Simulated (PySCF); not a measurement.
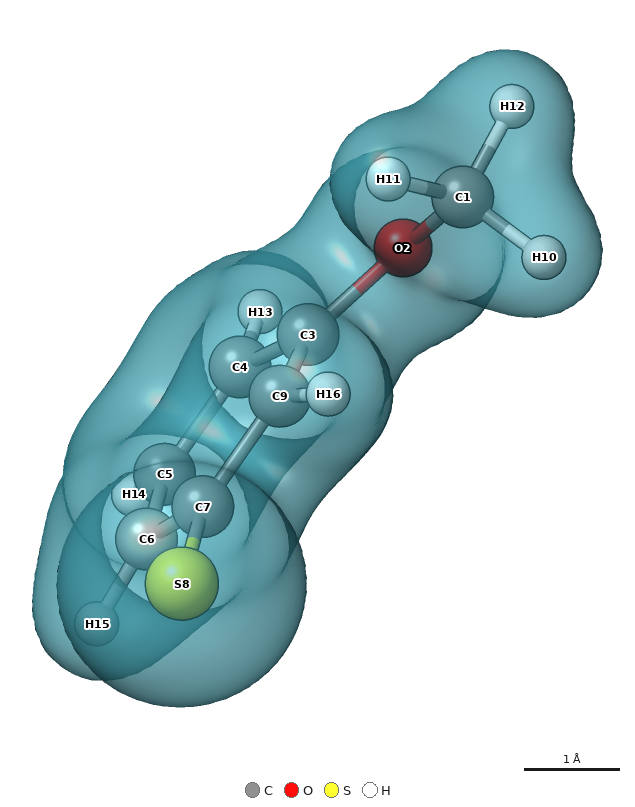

C₇H₇OS (SMILES COc1cccc([S-])c1) (charge −1). Isosurface of the total electron density at 0.2 e/Å³ (cyan), seen at an oblique angle.

Geometry: GFN2-xTB, MD frame at 250 fs, 600 K.

The calculation used PySCF, PBE0/pcSseg-1, SCF density, gas phase, non-relativistic.

Input

```
{"job": {"kind": "nmr", "xc": "PBE0", "basis": "pcSseg-1", "pop": false}, "charge": -1, "multiplicity": 1}
C      2.084900     0.213200     0.972800
O      1.000800    -0.675700     1.395400
C     -0.208400    -0.470200     0.768000
C     -1.171200    -1.474300     1.050000
C     -2.525800    -1.278900     0.811100
C     -2.864700    -0.113900     0.119800
C     -1.970500     0.828200    -0.247000
S     -2.362800     2.240500    -1.085300
C     -0.600500     0.566700     0.042300
H      2.084400     1.114200     1.615200
H      2.038200     0.371000    -0.151000
H      3.047200    -0.300500     1.294900
H     -0.826600    -2.369400     1.610400
H     -3.122600    -2.025700     1.217500
H     -3.898500     0.038300     0.046200
H     -0.074600     1.455800    -0.149200
```

Command:

```sh
OMP_NUM_THREADS=1 python probes_run.py task.json out
```

### How is the density connected at this value?

At this value the surface is in one piece. It bridges the sampled C–C (1.32 Å), C–O (1.38 Å), C–S (1.69 Å) and C–H (1.04 Å) contacts, where the density stays above the isovalue. On the grid the lowest density along these lines, outside the cores, is 2.3 e/Å³ (C–C, 1.32 Å), 1.9 e/Å³ (C–O, 1.38 Å), 1.4 e/Å³ (C–S, 1.69 Å) and 2.1 e/Å³ (C–H, 1.04 Å).
